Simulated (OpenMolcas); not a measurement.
**SnF4 (SMILES [F][Sn]([F])([F])[F]): levels of theory compared**

Wanted: a comparison of 5 runs (B2PLYP/def2-SVP, M06-2X/def2-SVP, PBE/def2-SVP, r2SCAN/def2-SVP, MP2/def2-SVP) of SnF4. 

Program for the calculation: OpenMolcas 26.06.

## (1) The structure to begin with

SnF4 has 5 atoms, charge 0, and is taken as a singlet. SMILES: `[F][Sn]([F])([F])[F]`. The shape is that of a PBE0-D4/def2-TZVP optimisation.

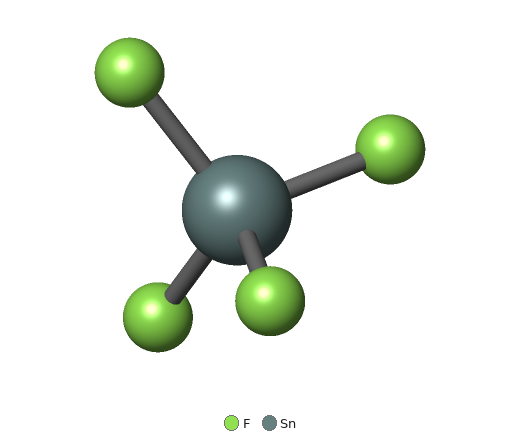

The structure, seen from a chosen angle (fluorine green, tin teal).

## (2) The energy at B2PLYP/def2-SVP (core potential) (run 1)

The input, mol.inp:

```
>>> EXPORT MOLCAS_PRINT=2
&GATEWAY
BasLib = $CurrDir
Coord
5
angstrom
F        0.130300      -0.871400       1.656700
Sn       0.009900      -0.014700      -0.008300
F       -1.285400       1.340000       0.078100
F       -0.477600      -1.263800      -1.320800
F        1.672500       0.736200      -0.447200
Basis = def2-SVP
Group = NoSym
&SEWARD
GridInput
Grid=UltraFine
End of Grid
&SCF
KSDFT = B2PLYP_SCF
Thresholds = 1e-10 1e-07 1e-07 1e-05
PrOrbitals = 1 1
&MBPT2
Frozen = 8
```

The basis set def2-SVP is read from a file made from the Basis Set Exchange's data (not shown).

Run with:

```
export MOLCAS_MEM=1860
pymolcas mol.inp > mol.log
```

The program printed:

```text
--- Start Module: gateway ---
[...]
--- Stop Module: gateway /rc=_RC_ALL_IS_WELL_ ---
[...]
      Basis functions           82
[...]
--- Start Module: scf ---
[...]
       Convergence after  12 Iterations
[...]
::    Total KS-DFT energy                            -612.5958745635
[...]
      Total spin, S                                     0.0000000000
[...]
      Total electronic charge=   58.000000
      Total            charge=   -0.000000
[...]
      Dipole Moment (debye):
      Origin of the operator (angstrom)=    0.0099   -0.0147   -0.0083
                   X= -5.8721E-04               Y=  5.4952E-04               Z= -8.6999E-06           Total=  8.0428E-04
      Quadrupole Moment (debye*angstrom):
[...]
--- Stop Module: scf /rc=_RC_ALL_IS_WELL_ ---
[...]
--- Start Module: mbpt2 ---
[...]
 ###    WARNING: MP2 implementation intended for RHF references only         ###
 ###############################################################################
MBPT2 WARNING: Reference function according to RunFile:KS-DFT
I'll assume you know what you're doing and continue
WARNING!
Default frozen orbitals as non valence orbitals is overwritten by user input.
Default values:   4
[...]
       Reference weight ( Cref**2 )         =        0.75905
::    Total MBPT2 energy                             -613.6385332375
[...]
      Total MBPT2 calculations                           0.38      0.48
--- Stop Module: mbpt2 /rc=_RC_ALL_IS_WELL_ ---
[...]
```

Wall time 19 s (1 thread of AMD EPYC 7R43 (Zen 3), shared host); peak memory 0.46 GiB.

## (3) Energy and gradient at M06-2X/def2-SVP (core potential) (run 2)

The input, mol.xyz:

```xyz
5

F      0.130300    -0.871400     1.656700
Sn     0.009900    -0.014700    -0.008300
F     -1.285400     1.340000     0.078100
F     -0.477600    -1.263800    -1.320800
F      1.672500     0.736200    -0.447200
```

The input, test.input:

```
* F4Sn Kohn-Sham DFT

&GATEWAY
  BASLIB
  $CurrDir
  COORD
  mol.xyz
  BASIS
  def2-SVP
  GROUP
  NoSym

&SEWARD
  GRIDINPUT
  Grid=UltraFine
  End of Grid

&SCF
  KSDFT
  M062X
  THRESHOLDS
  1e-10 1e-07 1e-07 1e-05
  PRORBITALS
  0

&ALASKA
```

The basis set def2-SVP is read from a file made from the Basis Set Exchange's data (not shown).

Run with:

```
export MOLCAS_MEM=1860
pymolcas test.input > test.log
```

The program printed:

```text
--- Start Module: gateway ---
[...]
--- Stop Module: gateway /rc=_RC_ALL_IS_WELL_ ---
[...]
      Basis functions           82
[...]
--- Start Module: scf ---
[...]
       Convergence after  11 Iterations
[...]
::    Total KS-DFT energy                            -613.2391734175
[...]
      Total spin, S                                     0.0000000000
[...]
      Total electronic charge=   58.000000
      Total            charge=   -0.000000
[...]
      Dipole Moment (debye):
      Origin of the operator (angstrom)=    0.0099   -0.0147   -0.0083
                   X= -5.9240E-04               Y=  5.5779E-04               Z= -5.4580E-05           Total=  8.1551E-04
      Quadrupole Moment (debye*angstrom):
[...]
--- Stop Module: scf /rc=_RC_ALL_IS_WELL_ ---
[...]
--- Start Module: alaska ---
[...]
 *              Molecular gradients               *
 **************************************************
  Irreducible representation: a
 ------------------------------------------------------------------------------------------
                              X                       Y                       Z
 ------------------------------------------------------------------------------------------
  F1               -8.46861354739659E-04    5.80722331318384E-03   -1.12326826645273E-02
  SN2              -3.81177836832178E-05    4.54283054397082E-05   -5.30929059107076E-05
  F3                8.76296936781173E-03   -9.20081369338632E-03   -6.08541976157451E-04
  F4                3.33936681766023E-03    8.44127165763275E-03    8.89673133652025E-03
  F5               -1.12173570469594E-02   -5.09310958288722E-03    2.99758621010948E-03
 ------------------------------------------------------------------------------------------
--- Stop Module: alaska /rc=_RC_ALL_IS_WELL_ ---
[...]
```

Run time: 26 s. Hardware: 1 thread of AMD EPYC 7R43 (Zen 3), shared host; peak memory 0.46 GiB.

Runs 3 to 4 aren't shown in full; the table further down has their settings and results.

## (4) The energy at MP2/def2-SVP (core potential) (run 5)

The input, calc.input:

```
* F4Sn MP2
&GATEWAY
BasLib = $CurrDir
Coord
5
angstrom
F        0.130300      -0.871400       1.656700
Sn       0.009900      -0.014700      -0.008300
F       -1.285400       1.340000       0.078100
F       -0.477600      -1.263800      -1.320800
F        1.672500       0.736200      -0.447200
Basis = def2-SVP
Group = NoSym
&SEWARD
&SCF
Thresholds = 1e-10 1e-07 1e-07 1e-05
PrOrbitals = 1 1
&MBPT2
Frozen = 8
```

The basis set def2-SVP is read from a file made from the Basis Set Exchange's data (not shown).

Run with:

```
export MOLCAS_MEM=1860
pymolcas calc.input > calc.log
```

The program printed:

```text
--- Start Module: gateway ---
[...]
--- Stop Module: gateway /rc=_RC_ALL_IS_WELL_ ---
[...]
      Basis functions           82
[...]
--- Start Module: scf ---
[...]
       Convergence after  11 Iterations
[...]
::    Total SCF energy                               -610.8577511932
[...]
      Total spin, S                                     0.0000000000
[...]
      Total electronic charge=   58.000000
      Total            charge=   -0.000000
[...]
      Dipole Moment (debye):
      Origin of the operator (angstrom)=    0.0099   -0.0147   -0.0083
                   X= -6.4959E-04               Y=  6.1455E-04               Z= -8.6846E-06           Total=  8.9427E-04
      Quadrupole Moment (debye*angstrom):
[...]
--- Stop Module: scf /rc=_RC_ALL_IS_WELL_ ---
[...]
--- Start Module: mbpt2 ---
[...]
WARNING!
Default frozen orbitals as non valence orbitals is overwritten by user input.
Default values:   4
[...]
       Reference weight ( Cref**2 )         =        0.83399
::    Total MBPT2 energy                             -611.7163242877
[...]
      Total MBPT2 calculations                           0.40      0.50
--- Stop Module: mbpt2 /rc=_RC_ALL_IS_WELL_ ---
[...]
```

Wall time 10 s (1 thread of AMD EPYC 7R43 (Zen 3), shared host); peak memory 0.45 GiB.

## (5) All runs side by side

```csv
run,level,task,frozen core orbitals,energy (Eh),dipole moment (D) of the reference,HOMO energy (eV),LUMO energy (eV),wall time
1,B2PLYP/def2-SVP (core potential),energy,8,-612.877392,0.00,-14.25,-2.09,19 s
2,M06-2X/def2-SVP (core potential),gradient,–,-613.239173,0.00,-14.22,-2.20,26 s
3,PBE/def2-SVP (core potential),gradient,–,-613.056897,0.00,-9.78,-4.33,28 s
4,r2SCAN/def2-SVP (core potential),gradient,–,-613.348866,0.00,-10.47,-4.20,32 s
5,MP2/def2-SVP (core potential),energy,8,-611.716324,0.00,-17.70,0.42,10 s
```

## (6) Summary of results

```
                                          quantity          value
                               run 5: total energy  -611.71632 Eh
         run 5: dipole moment (mean-field density)         0.00 D
        run 5: HOMO energy (Hartree–Fock orbitals)      -17.70 eV
        run 5: LUMO energy (Hartree–Fock orbitals)        0.42 eV
      run 5: HOMO–LUMO gap (Hartree–Fock orbitals)       18.11 eV
run 5: correlation energy (8 core orbitals frozen)     -858.6 mEh
```

**Reading.** Over runs 1, 2, 3, 4 the HOMO–LUMO gap runs from 5.46 eV (PBE/def2-SVP) to 12.17 eV (B2PLYP/def2-SVP). A double hybrid's value is that of its SCF part. For B2PLYP the log adds the whole second-order term; the table takes 0.27 of it, as the functional is defined. Totals of different functionals can't be ranked against each other. All runs together took 1.9 min, the longest 32 s.
